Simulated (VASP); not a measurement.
Band structure of CsPbCl3 (cubic perovskite). These are RPBE GGA, VASP's PBE PAW potentials (set 64) (plane waves; VASP) values and carry that method's errors.

Unless said otherwise, spin-orbit coupling is left out, though it shifts the bands of the heavy elements here.

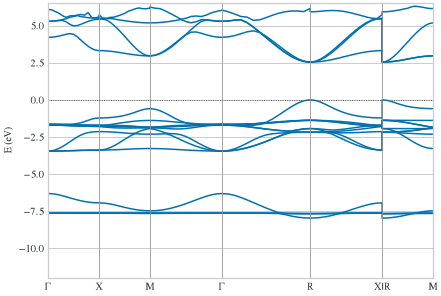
Figure: Bands along high-symmetry lines, zero at the valence-band maximum or, without a gap, the Fermi level

Question: Read the plot: is there a gap, and where are the band edges?

Answer: The gap is direct, 2.54 eV, from the valence maximum at R to the conduction minimum at R. (Edges off the drawn lines would not show.)

The compound is CsPbCl3 in the cubic perovskite structure, the ideal cubic form; the compound distorts at low or room temperature. It was relaxed first, which changed the volume by +14 %.
